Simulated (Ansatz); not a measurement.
**CeC (Fm-3m): from the cell to its phonons**

Wanted: phonon frequencies of CeC (Fm-3m) and what follows from them.

Calculated with Ansatz 0.2.0; DFT PBEsol, scalar-relativistic, plane waves, PAW.

**1. Set-up**

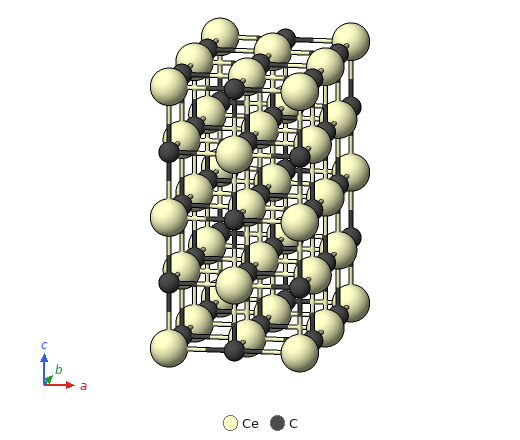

Start, viewed slightly off an axis; cerium light yellow, carbon dark grey. 1×2×2 cells are drawn. This picture shows the conventional cell, with its axes. Some periodic images of atoms are drawn too.

Coordinates:

```cif
data_structure
_symmetry_space_group_name_H-M 'P 1'
_symmetry_Int_Tables_number 1
_cell_length_a 3.6714
_cell_length_b 3.6714
_cell_length_c 3.6714
_cell_angle_alpha 60.000
_cell_angle_beta 60.000
_cell_angle_gamma 60.000
_cell_volume 34.99
loop_
_atom_site_label
_atom_site_type_symbol
_atom_site_fract_x
_atom_site_fract_y
_atom_site_fract_z
_atom_site_occupancy
Ce1 Ce 0.00000 0.00000 0.00000 1
C2 C 0.50000 0.50000 0.50000 1
```

**2. Bringing the structure to rest**

The cell and atoms are relaxed, since residual forces and stress would shift the frequencies.

input.yaml reads:

```yaml
crystal:
  lattice:
    - [0.0, 2.596069, 2.596069]
    - [2.596069, 0.0, 2.596069]
    - [2.596069, 2.596069, 0.0]
  atoms:
    - { symbol: Ce, position: [0.0, 0.0, 0.0] }
    - { symbol: C, position: [0.5, 0.5, 0.5] }
kpoints:
  mp_grid: { grid: [14, 14, 14] }
hamiltonian:
  xc: pbesol
scf:
  occupations: { method: gaussian, width: 0.1 }
output:
  forces: true
  stress: true
  eigenvalues: true
  write_density: true
  write_potential: true
  elf: true
  volumetric_format: npy
relax:
  adjacent_minimum: "off"
  f_tol: 0.005
  max_steps: 80
  cell: { stress_tol: 0.05 }
```

Command:

```bash
$ ansatz run input.yaml --threads 8 --pin off --max-ram 14336MiB --backend cpu --events-out ev --progress --plain --runs-dir out
```

Numbers of over 12 decimals in the logs are rounded to 6 here.

Output:

```text
band count auto-derived: 18 (N_el = 16.0; filled up to band 8; 12 by the electrons, moments and atoms)
Engine: ansatz 0.2.0, x86_64-unknown-linux-gnu
Pseudopotentials: kind: paw
Pseudopotential: Ce, paw, valence charge 12, recommended cutoff 420 eV (normal), Ce.paw.azcp
Pseudopotential: C, paw, valence charge 4, recommended cutoff 420 eV (normal), C.paw.azcp
Functional definition: PBEsol
  exchange = pbesol_x
  correlation = pbesol_c
Crystal: 2 atoms, lattice volume = 34.993 Å³
Basis set: ecut = 420 eV, 701 PW (Γ), exchange–correlation on 50×50×50 points (8 copies of the dense FFT grid, shifted against one another)
Bands: 18, of which v1, the nominal top of the filled ones, is band 8 counted from 1 (7 counted from 0)
Symmetry: 48 space group operations
Space group: Fm-3m (ITA 225), of the structure as read, at distance tolerance 3.3e-5 Å
k-points: 104 of 2744
Non-local potential: Ce, projectors of the file, l = 0: 3, l = 1: 2, l = 2: 2, l = 3: 3
Non-local potential: C, projectors of the file, l = 0: 2, l = 1: 2, l = 2: 1
PAW form: soft (Blöchl's): semilocal exchange-correlation on the pseudo side does not see the compensation charge
PAW frozen core: Ce, regenerated for the run's functional, and the local potential with it (the file was generated under x = pbe(κ = 0.804, μ = 0.219515), c = pbe(β = 0.066725))
PAW frozen core: C, regenerated for the run's functional, and the local potential with it (the file was generated under x = pbe(κ = 0.804, μ = 0.219515), c = pbe(β = 0.066725))
PAW one-centre angular grid: Ce, 590 points (default); XC on 64 Gauss nodes
PAW one-centre angular grid: C, 110 points (default); XC on 64 Gauss nodes
Initial density: superposition of atomic densities (neutral atoms: chi_scale 0, normalization atom), corrected by the library's trained network
Initial wavefunctions: pseudopotential atomic-orbital guess
Functional: x = pbesol(κ = 0.804, μ = 0.123457), c = pbesol(β = 0.046)
SCF iter   1: F=—  HF=-6731.560846 eV  |F-HF|=—  |Δ(HF+E_count)|=         —  Δρ=1.29e-2  dr2=5.83e-2  ethr=1.77e-3  ⟨swp⟩=5.6  Hψ=10015  notcnv=0
preconditioner: auto → none  [metal: Δε(μ)=0.019 eV  Ē_g=10.923 eV  σ=0.100 eV  W_gap=0.11  n_scr=8 (ndim 8)  ℏωp=23.5 eV  f_vac=0.005  D(μ)=1.43/eV (n_scr^D=14)  sad-step TF]
SCF iter   2: F=—  HF=-6731.550509 eV  |F-HF|=—  |Δ(HF+E_count)|=   1.03e-2  Δρ=7.52e-3  dr2=2.06e-2  ethr=3.65e-4  ⟨swp⟩=2.0  Hψ=3438  notcnv=0  defer=18
SCF iter   3: F=—  HF=-6731.545059 eV  |F-HF|=—  |Δ(HF+E_count)|=   5.45e-3  Δρ=4.03e-4  dr2=4.25e-5  ethr=1.29e-4  ⟨swp⟩=2.0  Hψ=2741  notcnv=0  defer=18
SCF iter   4: F=—  HF=-6731.545028 eV  |F-HF|=—  |Δ(HF+E_count)|=   3.11e-5  Δρ=9.06e-5  dr2=2.57e-6  ethr=2.66e-7  ⟨swp⟩=2.0  Hψ=2458  notcnv=0  defer=18
SCF iter   5: F=—  HF=-6731.545027 eV  |F-HF|=—  |Δ(HF+E_count)|=   8.16e-7  Δρ=2.77e-5  dr2=2.05e-7  ethr=1.61e-8  ⟨swp⟩=2.3  Hψ=2400  notcnv=0  defer=18
SCF iter   6: F=-6731.545027 eV  HF=-6731.545027 eV  |F-HF|=6.56e-9  |Δ(HF+E_count)|=   7.86e-9  Δρ=9.69e-6  dr2=1.69e-8  ethr=6.25e-10  ⟨swp⟩=11.5  Hψ=11102  notcnv=0
SCF 1 converged in 6 iterations: F = -6731.545027 eV  dr2 = 1.69e-8
  greatest PAW one-centre occupation: 0.985 electrons in one spin orbital (limit 2), on the Ce atom at site 0 (counted from 0), in its partial waves of l = 0
relax step   1: F+E_penalty+E_count = -6731.54502696 eV  Δ(F+E_penalty+E_count) = +0.000e0 eV  max|allowed force component| = 4.142e-30 eV/Å  Δτ_max = 0.0000 Å  P = -4.479 GPa  Ω = 34.993 Å³  (6 SCF iters, dr2 threshold 1.00e-7 eV, accepted)
Crystal: 2 atoms, lattice volume = 31.493 Å³
Basis set: ecut = 420 eV, 609 PW (Γ), exchange–correlation on 50×50×50 points (8 copies of the dense FFT grid, shifted against one another)
Initial density: handed on by an earlier stage of this run
Initial wavefunctions: those handed on with the density
SCF iter   1: F=—  HF=-6731.582207 eV  |F-HF|=—  |Δ(HF+E_count)|=         —  Δρ=3.88e-2  dr2=5.73e-1  ethr=3.10e-3  ⟨swp⟩=5.8  Hψ=9816  notcnv=0
preconditioner: auto → none  [metal: Δε(μ)=0.033 eV  Ē_g=11.443 eV  σ=0.100 eV  W_gap=0.18  n_scr=8 (ndim 8)  ℏωp=24.8 eV  f_vac=0.005  D(μ)=1.27/eV (n_scr^D=14)]
SCF iter   2: F=—  HF=-6731.519561 eV  |F-HF|=—  |Δ(HF+E_count)|=   6.26e-2  Δρ=1.74e-2  dr2=1.05e-1  ethr=3.10e-3  ⟨swp⟩=1.7  Hψ=2824  notcnv=0  defer=41
SCF iter   3: F=—  HF=-6731.506566 eV  |F-HF|=—  |Δ(HF+E_count)|=   1.30e-2  Δρ=1.77e-3  dr2=7.01e-4  ethr=6.57e-4  ⟨swp⟩=2.1  Hψ=2425  notcnv=0  defer=247
SCF iter   4: F=—  HF=-6731.506464 eV  |F-HF|=—  |Δ(HF+E_count)|=   1.02e-4  Δρ=3.61e-4  dr2=1.26e-5  ethr=4.38e-6  ⟨swp⟩=2.0  Hψ=2210  notcnv=0  defer=247
SCF iter   5: F=—  HF=-6731.506464 eV  |F-HF|=—  |Δ(HF+E_count)|=   1.10e-7  Δρ=1.25e-4  dr2=2.41e-6  ethr=7.89e-8  ⟨swp⟩=2.2  Hψ=2448  notcnv=0  defer=249
SCF iter   6: F=—  HF=-6731.506463 eV  |F-HF|=—  |Δ(HF+E_count)|=   7.17e-7  Δρ=4.33e-5  dr2=2.92e-7  ethr=1.51e-8  ⟨swp⟩=2.0  Hψ=2320  notcnv=0  defer=249
SCF iter   7: F=-6731.506463 eV  HF=-6731.506463 eV  |F-HF|=1.83e-9  |Δ(HF+E_count)|=   7.11e-8  Δρ=3.95e-6  dr2=2.40e-9  ethr=1.25e-9  ⟨swp⟩=12.3  Hψ=11789  notcnv=0
SCF 2 converged in 7 iterations: F = -6731.506463 eV  dr2 = 2.40e-9
  greatest PAW one-centre occupation: 0.986 electrons in one spin orbital (limit 2), on the Ce atom at site 0 (counted from 0), in its partial waves of l = 0
relax step   2: F+E_penalty+E_count = -6731.50646339 eV  Δ(F+E_penalty+E_count) = +3.856e-2 eV  max|allowed force component| = 2.892e-30 eV/Å  Δτ_max = 0.0000 Å  P = +9.401 GPa  Ω = 31.493 Å³  energy of the carried Pulay correction = +3.206e-3 eV  (7 SCF iters, dr2 threshold 2.00e-7 eV, rejected (line search))
Crystal: 2 atoms, lattice volume = 33.781 Å³
Basis set: ecut = 420 eV, 645 PW (Γ), exchange–correlation on 50×50×50 points (8 copies of the dense FFT grid, shifted against one another)
SCF iter   1: F=—  HF=-6731.616209 eV  |F-HF|=—  |Δ(HF+E_count)|=         —  Δρ=3.86e-2  dr2=6.04e-1  ethr=3.10e-3  ⟨swp⟩=6.0  Hψ=9938  notcnv=0
preconditioner: auto → none  [metal: Δε(μ)=0.029 eV  Ē_g=10.809 eV  σ=0.100 eV  W_gap=0.16  n_scr=8 (ndim 8)  ℏωp=23.9 eV  f_vac=0.005  D(μ)=2.42/eV (n_scr^D=26)]
SCF iter   2: F=—  HF=-6731.579334 eV  |F-HF|=—  |Δ(HF+E_count)|=   3.69e-2  Δρ=2.02e-2  dr2=1.56e-1  ethr=3.10e-3  ⟨swp⟩=1.0  Hψ=2704  notcnv=0
SCF iter   3: F=—  HF=-6731.565420 eV  |F-HF|=—  |Δ(HF+E_count)|=   1.39e-2  Δρ=3.05e-3  dr2=4.03e-3  ethr=9.77e-4  ⟨swp⟩=2.0  Hψ=2337  notcnv=0  defer=6
SCF iter   4: F=—  HF=-6731.564960 eV  |F-HF|=—  |Δ(HF+E_count)|=   4.60e-4  Δρ=4.97e-4  dr2=7.95e-5  ethr=2.52e-5  ⟨swp⟩=2.0  Hψ=1967  notcnv=0  defer=6
SCF iter   5: F=—  HF=-6731.564950 eV  |F-HF|=—  |Δ(HF+E_count)|=   9.48e-6  Δρ=5.05e-5  dr2=1.10e-6  ethr=4.97e-7  ⟨swp⟩=2.2  Hψ=2308  notcnv=0  defer=6
SCF iter   6: F=—  HF=-6731.564951 eV  |F-HF|=—  |Δ(HF+E_count)|=   7.95e-7  Δρ=1.07e-5  dr2=3.07e-8  ethr=6.85e-9  ⟨swp⟩=1.3  Hψ=1798  notcnv=0  defer=48
SCF iter   7: F=—  HF=-6731.564951 eV  |F-HF|=—  |Δ(HF+E_count)|=   1.80e-9  Δρ=2.32e-6  dr2=1.23e-9  ethr=1.92e-10  ⟨swp⟩=2.2  Hψ=2416  notcnv=0  defer=48
SCF iter   8: F=—  HF=-6731.564951 eV  |F-HF|=—  |Δ(HF+E_count)|=  4.00e-11  Δρ=4.82e-7  dr2=6.44e-11  ethr=7.68e-12  ⟨swp⟩=1.4  Hψ=1707  notcnv=0  defer=48
SCF iter   9: F=-6731.564951 eV  HF=-6731.564951 eV  |F-HF|=1.82e-12  |Δ(HF+E_count)|=  5.46e-12  Δρ=8.76e-8  dr2=3.01e-12  ethr=1.00e-12  ⟨swp⟩=9.6  Hψ=8277  notcnv=0
SCF 3 converged in 9 iterations: F = -6731.564951 eV  dr2 = 3.01e-12
relax step   3: F+E_penalty+E_count = -6731.56495128 eV  Δ(F+E_penalty+E_count) = -1.992e-2 eV  max|allowed force component| = 2.465e-30 eV/Å  Δτ_max = 0.0000 Å  P = -0.395 GPa  Ω = 33.781 Å³  energy of the carried Pulay correction = +1.073e-3 eV  (9 SCF iters, accepted)
[...]
relax step   4: F+E_penalty+E_count = -6731.56517887 eV  Δ(F+E_penalty+E_count) = -2.276e-4 eV  max|allowed force component| = 1.144e-29 eV/Å  Δτ_max = 0.0000 Å  P = -0.009 GPa  Ω = 33.676 Å³  energy of the carried Pulay correction = +1.167e-3 eV  (6 SCF iters, dr2 threshold 2.00e-7 eV, accepted)
[...]
relax step   5: F+E_penalty+E_count = -6731.56421643 eV  Δ(F+E_penalty+E_count) = +9.624e-4 eV  max|allowed force component| = 9.729e-30 eV/Å  Δτ_max = 0.0000 Å  P = -0.055 GPa  Ω = 33.676 Å³  stress off target by 5.51e-2 GPa  SCF on the basis re-selected at this cell (its energy is not comparable with the rows above)  (6 SCF iters)
[...]
relax step   6: F+E_penalty+E_count = -6731.56423183 eV  Δ(F+E_penalty+E_count) = -1.540e-5 eV  max|allowed force component| = 1.972e-30 eV/Å  Δτ_max = 0.0000 Å  P = -0.001 GPa  Ω = 33.662 Å³  energy of the carried Pulay correction = +1.284e-5 eV  (6 SCF iters, accepted)
iter 1 solved again at ethr=2.66e-9 eV; its pass at ethr=3.10e-3 eV (dr2=4.25e-7 eV) is discarded
SCF iter   1: F=—  HF=-6731.564214 eV  |F-HF|=—  |Δ(HF+E_count)|=         —  Δρ=1.81e-6  dr2=2.35e-10  ethr=2.66e-9  ⟨swp⟩=3.8  Hψ=15574  notcnv=0
preconditioner: auto → none  [metal: Δε(μ)=0.023 eV  Ē_g=10.977 eV  σ=0.100 eV  W_gap=0.13  n_scr=8 (ndim 8)  ℏωp=23.9 eV  f_vac=0.005  D(μ)=1.67/eV (n_scr^D=14)]
SCF iter   2: F=—  HF=-6731.564213 eV  |F-HF|=—  |Δ(HF+E_count)|=   8.24e-7  Δρ=8.59e-7  dr2=3.88e-11  ethr=1.47e-12  ⟨swp⟩=2.8  Hψ=2930  notcnv=0
iter 3 did not close the SCF: its close was put off for the readings that it lacked (scf_convergence_deferred on its scf_iter line)
SCF iter   3: F=-6731.564213 eV  HF=-6731.564213 eV  |F-HF|=9.09e-13  |Δ(HF+E_count)|=  7.82e-11  Δρ=1.15e-7  dr2=5.23e-13  ethr=1.00e-12  ⟨swp⟩=1.0  Hψ=1872  notcnv=0
iter 4 did not close the SCF: its close was put off for the readings that it lacked (scf_convergence_deferred on its scf_iter line)
SCF iter   4: F=-6731.564213 eV  HF=-6731.564213 eV  |F-HF|=0.00e0  |Δ(HF+E_count)|=  9.09e-13  Δρ=1.47e-8  dr2=2.86e-14  ethr=1.00e-12  ⟨swp⟩=1.0  Hψ=1872  notcnv=0
iter 5 did not close the SCF: its close was put off for the readings that it lacked (scf_convergence_deferred on its scf_iter line)
SCF iter   5: F=-6731.564213 eV  HF=-6731.564213 eV  |F-HF|=9.09e-13  |Δ(HF+E_count)|=  1.82e-12  Δρ=4.32e-9  dr2=2.56e-15  ethr=1.00e-12  ⟨swp⟩=1.0  Hψ=1872  notcnv=0
iter 6 did not close the SCF: its close was put off for the readings that it lacked (scf_convergence_deferred on its scf_iter line)
SCF iter   6: F=-6731.564213 eV  HF=-6731.564213 eV  |F-HF|=1.82e-12  |Δ(HF+E_count)|=  2.73e-12  Δρ=8.69e-10  dr2=1.63e-16  ethr=1.00e-12  ⟨swp⟩=1.0  Hψ=1872  notcnv=0
SCF iter   7: F=-6731.564213 eV  HF=-6731.564213 eV  |F-HF|=0.00e0  |Δ(HF+E_count)|=  2.73e-12  Δρ=1.51e-10  dr2=4.44e-18  ethr=1.00e-12  ⟨swp⟩=2.6  Hψ=5035  notcnv=0
SCF 7 converged in 7 iterations: F = -6731.564213 eV  dr2 = 4.44e-18
relax step   7: F+E_penalty+E_count = -6731.56421326 eV  Δ(F+E_penalty+E_count) = +1.857e-5 eV  max|allowed force component| = 2.301e-30 eV/Å  Δτ_max = 0.0000 Å  P = -0.002 GPa  Ω = 33.662 Å³  stress off target by 1.60e-3 GPa  SCF on the basis re-selected at this cell (its energy is not comparable with the rows above)  (7 SCF iters)
basis re-selected at this cell: Δ(F+E_penalty+E_count) = +1.857e-5 eV, ΔP = -0.000 GPa vs the last step (what re-selecting the basis moved, of the pressure what is left beyond the Pulay correction that the steps carried, after the strain that the cell walked since its last selection, with what the two solves' SCF thresholds leave and, on support functions, any second-order correction that the steps lacked; it is no m [...]
SCF converged after 7 iterations
Free energy (F): -6731.564213 eV
Harris-Foulkes:  -6731.564213 eV  (|F-HF|=0.00e0)
Internal energy: -6731.555872 eV  (E = F + TS)
E sigma→0 (E₀):  -6731.560043 eV
Entropy (-TS):   -0.008341 eV (-4.170 meV/atom)
Fermi energy:    13.727858 eV
--- Per-component energies (eV) ---
  E_band       = 29.328110
  E_kinetic    = 468.515996
  E_local      = -352.298492  (includes V_loc(G=0)·N_el)
  E_nonlocal   = -29.634998
  E_hartree    = 111.144002
  E_xc         = -274.794970
  E_vxc        = -313.260535  (∫ρ·V_xc dr)
  E_paw        = -5477.309509  (= ΣΔE_a)
  E_vpaw       = 33.718128  (= ΣTr[D̂ρ^β])
  E_aug_tail   = 0.000006  (compensation charges beyond the density's cutoff)
  E_ewald      = -1177.425305
  E_core_change = 0.247396  (= ΣΔE_core)
  E_smearing   = -0.008341  (= −TS)
  E_closure    = 0.000000  (closes the sum)
  Σ components = -6731.564213   (vs F -6731.564213, Δ=0.00e0)
--- Forces (eV/Å), atoms counted from 1 ---
  atom   1  Ce    -0.00000000     0.00000000    -0.00000000
  atom   2  C      0.00000000     0.00000000    -0.00000000
  max |Σ_I F_I| component: 4.54e-30 eV/Å
--- Stress (GPa, compression-positive) ---
       -0.001595      -0.000000      -0.000000
       -0.000000      -0.001595      -0.000000
       -0.000000      -0.000000      -0.001595
  P = ⅓ Tr σ = -0.0016 GPa (-0.016 kbar)
--- Band table (eV; the first three rows and the last of 104) ---
  k-point 0: bands = [... 4 lower, 4.5903, 13.0700, 13.0700, 13.0700, 14.0444, 14.7656, 14.7656, 14.7656, ... 6 higher]
  k-point 1: bands = [... 4 lower, 4.7379, 12.9581, 13.0102, 13.0102, 14.0258, 14.7152, 14.7152, 14.7664, ... 6 higher]
  k-point 2: bands = [... 4 lower, 5.1300, 12.6130, 12.8326, 12.8326, 13.9944, 14.6134, 14.6134, 14.7685, ... 6 higher]
  k-point 103: bands = [... 4 lower, 5.4548, 11.9960, 13.3873, 13.7292, 14.1359, 14.3028, 14.5151, 14.5324, ... 6 higher]
--- Relaxed structure (5 steps of the walk, 4 accepted, 2 SCFs on fresh bases) ---
  F+E_penalty+E_count = -6731.56421326 eV   max|allowed force component| = 2.301e-30 eV/Å   (the final SCF, on the basis selected at the relaxed cell)
  cell:  # Å, volume = 33.6617 Å³
    - [0, 2.562726, 2.562726]
    - [2.562726, 0, 2.562726]
    - [2.562726, 2.562726, 0]
  atoms:
    - { symbol: Ce, position: [0, 0, 0] }
    - { symbol: C, position: [0.5, 0.5, 0.5] }
```

Run time: 2.7 s. Hardware: 8 threads of Intel Xeon 6975P-C (Granite Rapids), shared host; peak memory 0.5 GiB; 16 s of CPU time.

This run has no spin polarisation, although Ce can carry a moment.

Relaxation path:

```
step  energy less that of the first step (eV)  largest force component (eV/Å)  pressure (GPa)  volume (Å³)
   1                                   0.0000                          0.0000           -4.48        34.99
   2                                   0.0386                          0.0000            9.40        31.49
   3                                  -0.0199                          0.0000           -0.40        33.78
   4                                  -0.0202                          0.0000           -0.01        33.68
  5*                                  -0.0192                          0.0000           -0.06        33.68
   6                                  -0.0192                          0.0000            0.00        33.66
  7*                                  -0.0192                          0.0000            0.00        33.66
```

Relaxation steps marked * repeat the geometry before them on a plane-wave basis chosen anew for their cell, so energy and pressure can jump there. Relaxation step 2 was tried and not accepted.

Forces are held to the 48 operations that the run works with; a distortion that breaks them can't arise in this run.

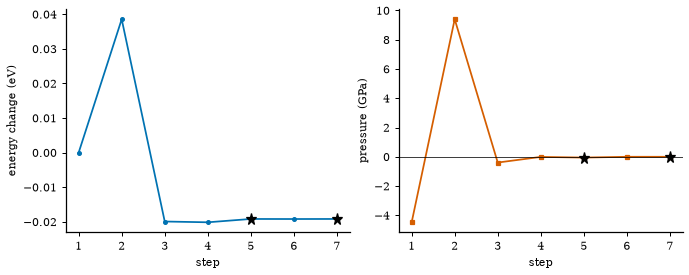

Energy and pressure along the relaxation. Stars mark steps on a basis chosen anew.

```
conventional cell, symmetrised  before  after  change
                         a (Å)   5.192  5.125  -1.3 %
                         b (Å)   5.192  5.125  -1.3 %
                         c (Å)   5.192  5.125  -1.3 %
              volume (Å³/atom)   17.50  16.83  -3.8 %
```

The relaxed structure:

```xyz
2
Lattice="0.0000 2.5627 2.5627 2.5627 0.0000 2.5627 2.5627 2.5627 0.0000" Properties=species:S:1:pos:R:3 pbc="T T T"
Ce    0.0000    0.0000    0.0000
C     2.5627    2.5627    2.5627
```

Numbers from this step:

| Property | Result |
| --- | --- |
| pressure | -0.001595 GPa |
| volume per atom | 16.83 Å³ |
| gap on the k-mesh | 0 eV |

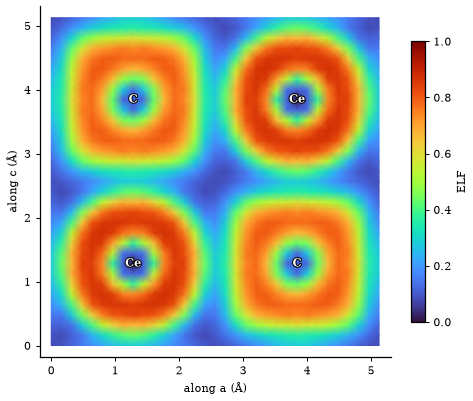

ELF in the ac plane of the conventional cell at fractional y = 0.000, with atoms of Ce and C within 0.2 Å of it. It is the smooth field of the valence electrons, not physical close to the nuclei. The map starts off the cell's origin, so that atoms lie inside it.

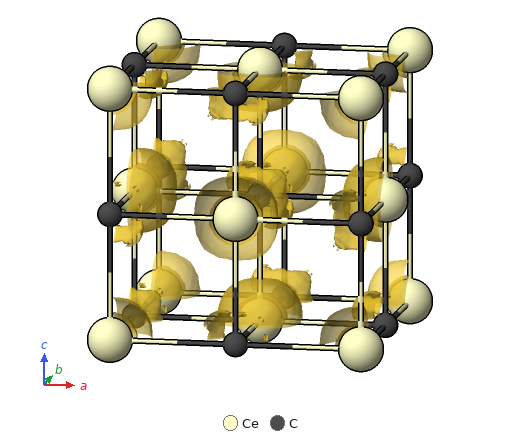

Surface of ELF = 0.8.

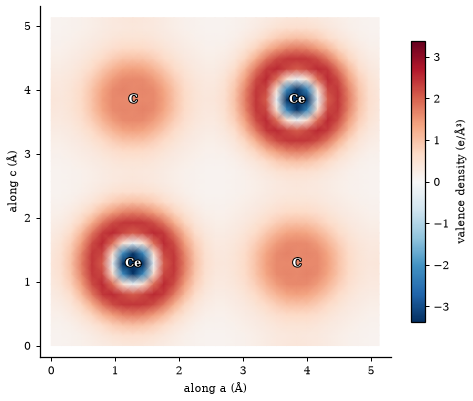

Valence density in the ac plane of the conventional cell at fractional y = 0.000, with atoms of Ce and C within 0.2 Å of it. It is the smooth field of the valence electrons, not physical close to the nuclei. The map starts off the cell's origin, so that atoms lie inside it.

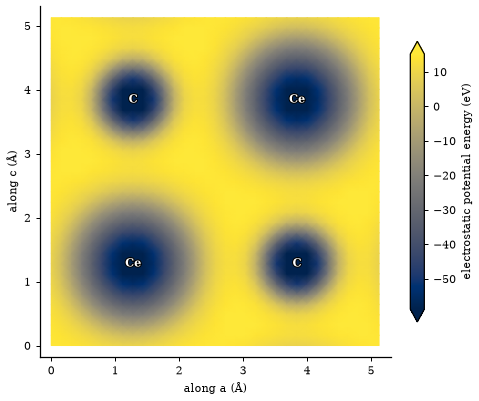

Electrostatic potential energy in the ac plane of the conventional cell at fractional y = 0.000, with atoms of Ce and C within 0.2 Å of it. With pseudopotentials it is smooth inside the atoms' cores, unlike the true potential. The map starts off the cell's origin, so that atoms lie inside it.

In this step the volume went from 17.50 to 16.83 Å³/atom.

**3. Tight relaxation**

Phonons need a cell at rest on their own settings, so the relaxation is repeated with tight tolerances on forces and stress, using the mesh and the filling of the phonon run that follows.

input.yaml reads:

```yaml
crystal:
  lattice:
    - [0.0, 2.5627255829, 2.5627255829]
    - [2.5627255829, 0.0, 2.5627255829]
    - [2.5627255829, 2.5627255829, 0.0]
  atoms:
    - { symbol: Ce, position: [0.0, 0.0, 0.0] }
    - { symbol: C, position: [0.5, 0.5, 0.5] }
kpoints:
  mp_grid: { grid: [16, 16, 16] }
hamiltonian:
  xc: pbesol
scf:
  occupations: { method: methfessel_paxton, width: 0.2 }
output:
  forces: true
  stress: true
  eigenvalues: true
relax:
  adjacent_minimum: "off"
  f_tol: 0.001
  max_steps: 60
  cell: { stress_tol: 0.01 }
```

Output:

```text
[...]
Crystal: 2 atoms, lattice volume = 33.662 Å³
Basis set: ecut = 420 eV, 645 PW (Γ), exchange–correlation on 50×50×50 points (8 copies of the dense FFT grid, shifted against one another)
Bands: 18, of which v1, the nominal top of the filled ones, is band 8 counted from 1 (7 counted from 0)
Symmetry: 48 space group operations
[...]
k-points: 145 of 4096
[...]
k-point 144: bands = [... 4 lower, 5.5111, 11.9021, 13.5511, 13.5511, 14.2221, 14.2221, 14.5118, 14.5118, ... 6 higher]
--- Relaxed structure (1 steps of the walk, 1 accepted, 1 SCFs on fresh bases) ---
[...]
cell:  # Å, volume = 33.6617 Å³
    - [0.0, 2.5627255829, 2.5627255829]
    - [2.5627255829, 0.0, 2.5627255829]
    - [2.5627255829, 2.5627255829, 0.0]
  atoms:
    - { symbol: Ce, position: [0.0, 0.0, 0.0] }
    - { symbol: C, position: [0.500000, 0.500000, 0.500000] }
[key lines of the parts left out:]
SCF converged after 5 iterations
Free energy (F): -6731.558864 eV
Fermi energy:    13.731949 eV
P = ⅓ Tr σ = -0.0069 GPa (-0.069 kbar)
```

The job ended after 1.3 s (8 threads; peak memory 0.47 GiB).

Little changed from the start: no atom moved by 0.005 Å and no cell edge by 0.1 %.

Numbers from this step:

```
pressure : -0.006911 GPa
```

The forces vanish by symmetry and the pressure is -0.007 GPa, within the tolerances set. The cell now holds 16.83 Å³/atom.

(Continued in part 2 of 2.)

[Logs are printed without paths, hosts, clocks, repeated set-up lines and the standing remarks that a program may print on its own settings, such as how far it seeks lower states.]

[Hosts, paths, dates, database ids (printed as entryN), source tags and the programs' standing remarks are cut or masked in the printed files.]
